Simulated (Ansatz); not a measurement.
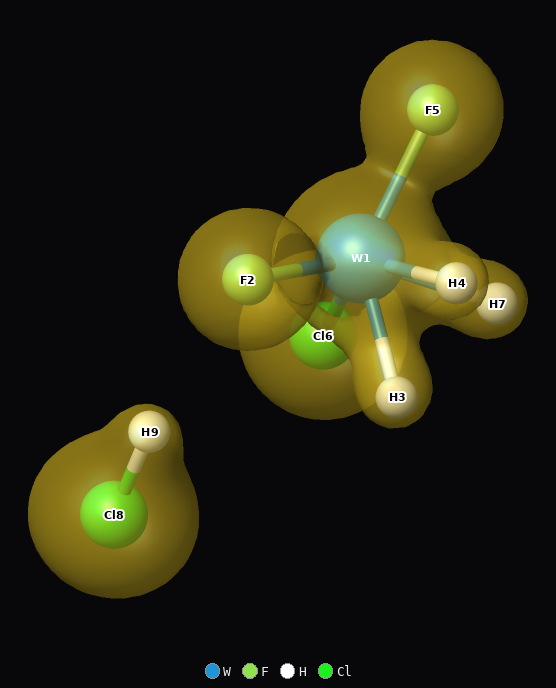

*ClF$_{2}$H$_{3}$W···HCl. Isosurface of the electron density at 0.6 e/Å³ (yellow), seen at an oblique angle.*

Core potentials replace the inner electrons of W.

The calculation used RKS PBE-D4/def2-SVP (Ansatz 0.2.0).

```xyz
9

W    -0.5227   -0.2274    0.0866
F     0.1344    0.0031    1.8560
H     1.0967   -0.0285   -0.3207
H     0.0836    1.3235   -0.1242
F    -2.1710    0.6064   -0.2710
Cl   -0.2653   -2.2561   -0.9198
H    -0.1693    0.3167   -1.4608
Cl    2.5005   -2.1144    2.1024
H     1.8163   -1.0539    2.4193
```

**How is the density connected at this value?**

At this value the surface falls into two separate pieces. It bridges the sampled W–F (1.88 Å), W–Cl (2.28 Å) and Cl–H (1.30 Å) contacts, where the density stays above the isovalue. It is pinched off along the sampled F···H (2.06 Å) contacts. On the grid the lowest density along these lines, outside the cores, is 0.12 e/Å³ (F···H, 2.06 Å), 0.98 e/Å³ (W–F, 1.88 Å), 0.7 e/Å³ (W–Cl, 2.28 Å) and 1.6 e/Å³ (Cl–H, 1.30 Å).
